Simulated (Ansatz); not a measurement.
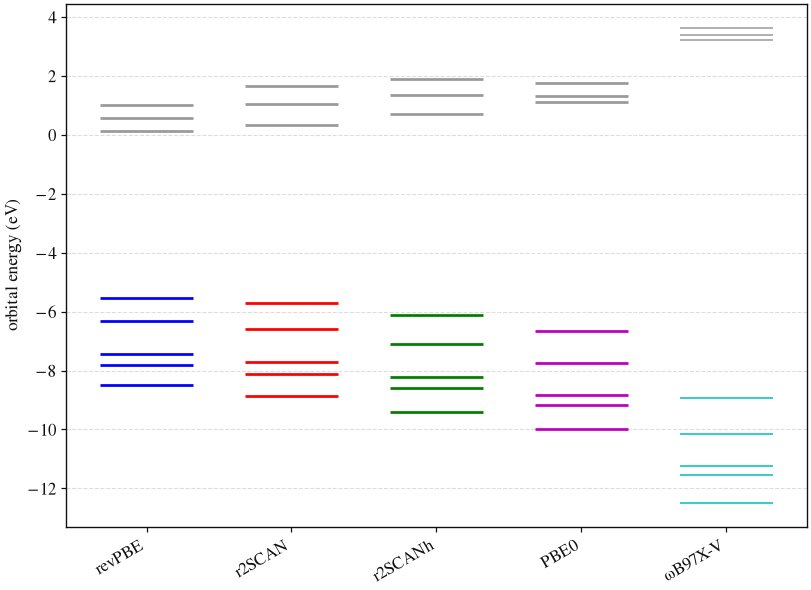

Frontier orbital energies of C₆H₈, SMILES C1CC2=C1CC2 at one geometry, def2-TZVPP, the Ansatz code, at a PBE0-D4/def2-TZVP geometry (a minimum by its frequencies). Empty levels are grey, levels within 0.1 eV stand side by side; all columns show the same few orbitals around the gap.

### How do the frontier levels move from column to column?

The separation grows from 5.65 eV (revPBE) to 12.13 eV (ωB97X-V).

| level | HOMO (eV) | LUMO (eV) | separation (eV) |
| --- | --- | --- | --- |
| revPBE | −5.53 | 0.13 | 5.65 |
| r2SCAN | −5.71 | 0.32 | 6.03 |
| r2SCANh | −6.13 | 0.70 | 6.83 |
| PBE0 | −6.65 | 1.12 | 7.78 |
| ωB97X-V | −8.92 | 3.21 | 12.13 |

Limits of at least one run: empty levels above zero depend strongly on the basis.
